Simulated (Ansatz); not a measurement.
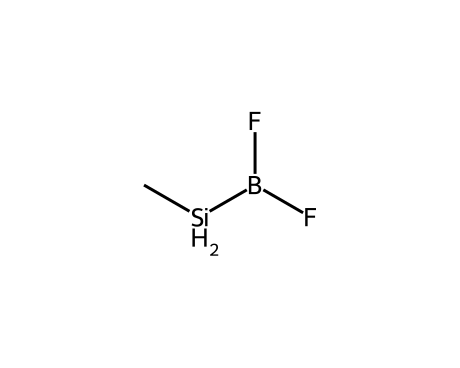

Computed geometry: PBE0-D4/def2-TZVP optimisation. No frequency run is at hand to confirm it as a minimum. Program: Ansatz 0.2.0.

Compare HOMO energy (eV) at these levels: B3LYP-D4/def2-TZVPP; PBE-D4/def2-TZVPP; PBE0-D4/def2-TZVPP; r2SCAN-D4/def2-TZVPP; ωB97M-V/def2-TZVPP; ωB97X-V/def2-TZVPP.

```tsv
level	HOMO energy (eV)
B3LYP-D4/def2-TZVPP	−8.53
PBE-D4/def2-TZVPP	−7.35
PBE0-D4/def2-TZVPP	−8.72
r2SCAN-D4/def2-TZVPP	−7.66
ωB97M-V/def2-TZVPP	−10.91
ωB97X-V/def2-TZVPP	−11.12
```
